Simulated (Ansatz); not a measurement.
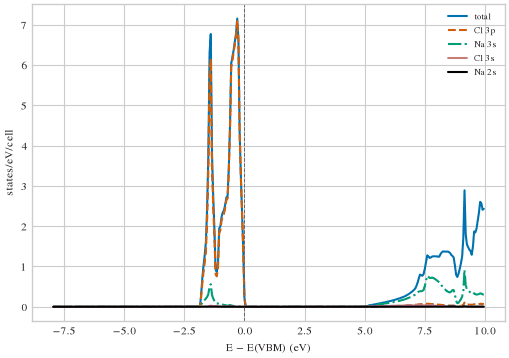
Figure: Total and projected density of states of NaCl (rock salt, Fm-3m), PBE in the plane-wave PAW code Ansatz

Task: Which orbitals carry the states next to the gap?

Result: Top 1 eV of the valence band: Cl 3p 99 %. Bottom 1 eV of the conduction band: Na 3s 72 %, Cl 3s 19 %, Cl 3p 6 %. Projections are on Löwdin-orthogonalised atomic valence shells; empty p or d shells of many metals are not among them.

Task: Where is the tallest occupied peak in this window, and what makes it?

Result: Near -0.3 eV, about 7.2 states/eV per cell; the largest projected share is Cl 3p.

Symmetry was held in the PBE relaxation.

Potentials: the earlier of the program's two PAW sets.
